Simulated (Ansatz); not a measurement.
## Electronic structure of B₂H₆OSi (SMILES B[SiH](B)O) in real space

The calculation's input:

```
crystal:
  periodic: [false, false, false]
  atoms:
    - { symbol: B, position_ang: [-1.3049, 0.8129, 0.0504] }
    - { symbol: Si, position_ang: [0.171, -0.2317, -0.4591] }
    - { symbol: B, position_ang: [0.8162, -1.1369, 1.1019] }
    - { symbol: O, position_ang: [1.4808, 0.7835, -1.1134] }
    - { symbol: H, position_ang: [-2.4041, 0.6503, -0.4752] }
    - { symbol: H, position_ang: [-1.2305, 1.7326, 0.8384] }
    - { symbol: H, position_ang: [-0.2079, -1.2222, -1.4563] }
    - { symbol: H, position_ang: [1.84396, -1.61869, 1.11259] }
    - { symbol: H, position_ang: [-0.01126, -1.68851, 1.85198] }
    - { symbol: H, position_ang: [1.0546, 1.0698, -1.9625] }
basis:
  gaussian: { orbitals: def2-SVP }
hamiltonian:
  xc: pbe0
relax:
  f_tol: 0.015
  max_steps: 40
output:
  orbitals: {}
```

Run with:

```sh
ansatz run input.yaml --threads 1 --pin off --max-ram 2048MiB --backend cpu --events-out ev --progress --plain --runs-dir out
```

The fields are those of the relaxed geometry.

Theory: RKS PBE0/def2-SVP in Ansatz 0.2.0.

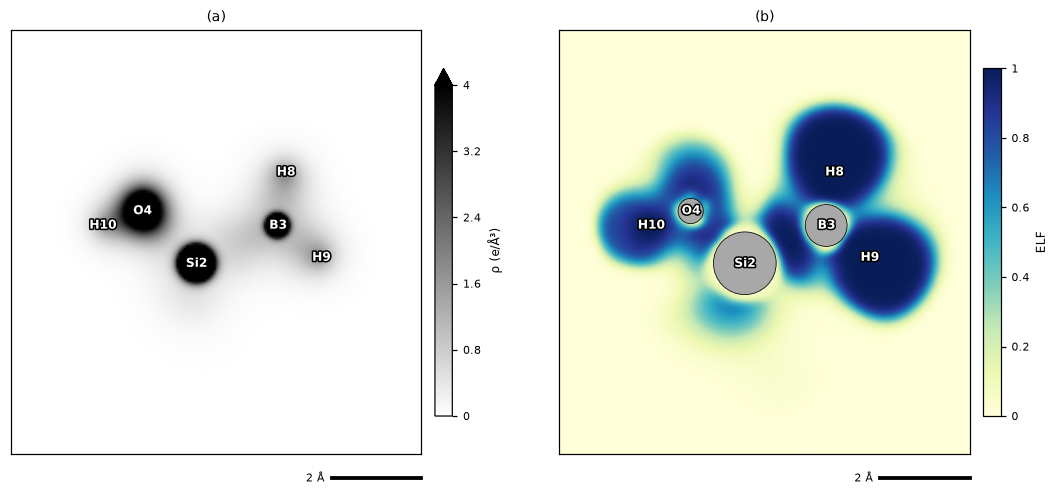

Figure 1. (a) total electron density; (b) ELF on the plane of atoms B3, Si2 and O4. Grey discs cover the atomic cores in the ELF map.

Q: What do the fields say about this system?

A:
- The section cuts through Si, B, O and H sites.
- Si–O (1.68 Å): the density is about 1 e/Å³ at the midpoint; the ELF peaks at about 0.85 between the atoms: a polar covalent bond.
- Si–B (2.00 Å): ρ at the midpoint is about 0.81 e/Å³; the ELF peaks at about 1 between the atoms, as expected for a covalent bond.
- O–H (0.96 Å): ρ at the midpoint is about 3.6 e/Å³; the ELF climbs to about 1 towards the hydrogen, as it does in any bond to H (an ordinary covalent bond to hydrogen).
- B–H (1.21 Å): the density is about 1.2 e/Å³ at the midpoint; the ELF climbs to about 1 towards the hydrogen; an ordinary covalent bond to hydrogen.
- The ELF also peaks beside O4, away from the bonds: lone-pair regions.

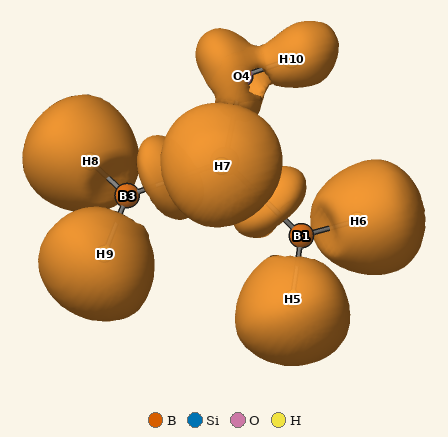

Figure 2. Isosurface of the electron localisation function at 0.8 (orange), seen across its widest extent. Core shells and regions of very low density are left out.

Q: Describe the localisation domains.

A: The ELF exceeds this value in two regions between bonded B–Si atoms (shared pairs), five regions around hydrogen nuclei and one joined region spread over several atoms (H, O), in which their bonds and any lone pairs are merged.

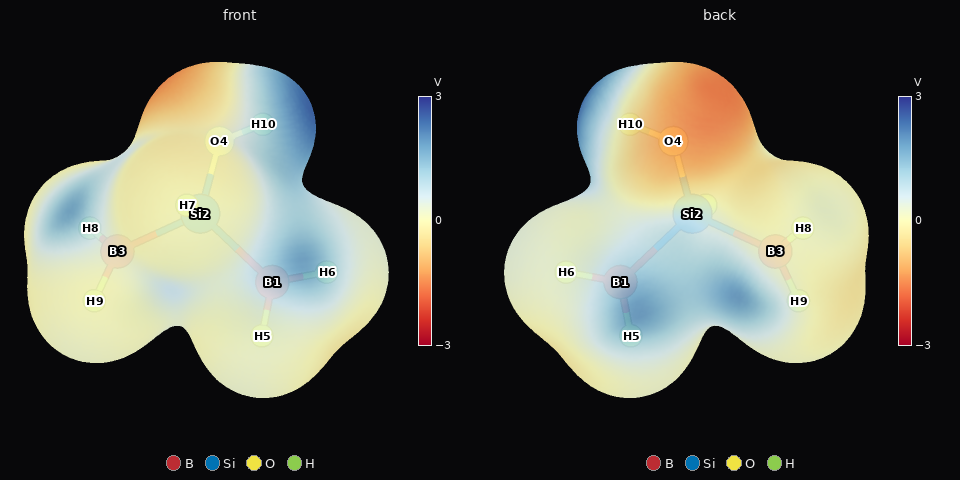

Figure 3. The electrostatic potential painted on the density surface at 0.002 e/bohr³, seen from the front and from behind; red is negative and blue positive.

Q: Where is the surface potential most negative and most positive?

A: The most negative region (about −1.6 V) lies over O4, the most positive (about +2.4 V) over H10. O4 is the likeliest acceptor of a hydrogen bond.
